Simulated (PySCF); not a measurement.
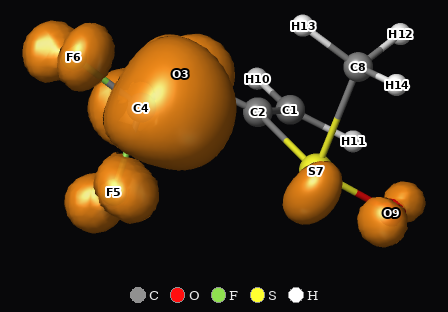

The picture shows: C4H5F2O2S (doublet). Isosurfaces of the spin density at +0.02 (orange) and −0.02 e/Å³ (purple), seen from one side.

Geometry: GFN2-xTB.

Theory: PySCF 2.14.0, density-fitted response routines, UKS B3LYP, pcH-1 on C F H O S, non-relativistic, mean-field spin-orbit, GIAO.

| atom | x (Å) | y (Å) | z (Å) |
| --- | --- | --- | --- |
| C | -0.7623 | 1.8810 | 0.3516 |
| C | -0.6059 | 0.6155 | 0.0201 |
| O | -1.4411 | -0.4022 | 0.3729 |
| C | -1.4364 | -1.4973 | -0.4076 |
| F | -1.8394 | -1.3136 | -1.6846 |
| F | -2.1390 | -2.4941 | 0.1368 |
| S | 0.8306 | 0.0574 | -1.0121 |
| C | 1.7341 | -0.6399 | 0.4422 |
| O | 1.5348 | 1.2796 | -1.3691 |
| H | -1.6026 | 2.2453 | 0.9144 |
| H | -0.0118 | 2.5817 | 0.0303 |
| H | 1.9425 | 0.1621 | 1.1419 |
| H | 1.1319 | -1.4170 | 0.8985 |
| H | 2.6640 | -1.0591 | 0.0723 |

> Which atoms carry the spin?

The unpaired spin (1 electron) lies mostly on C4 (about 0.6), O3 (about 0.1), F5 (about 0.1) and F6 (about 0.1), in electrons by Hirshfeld's partition.
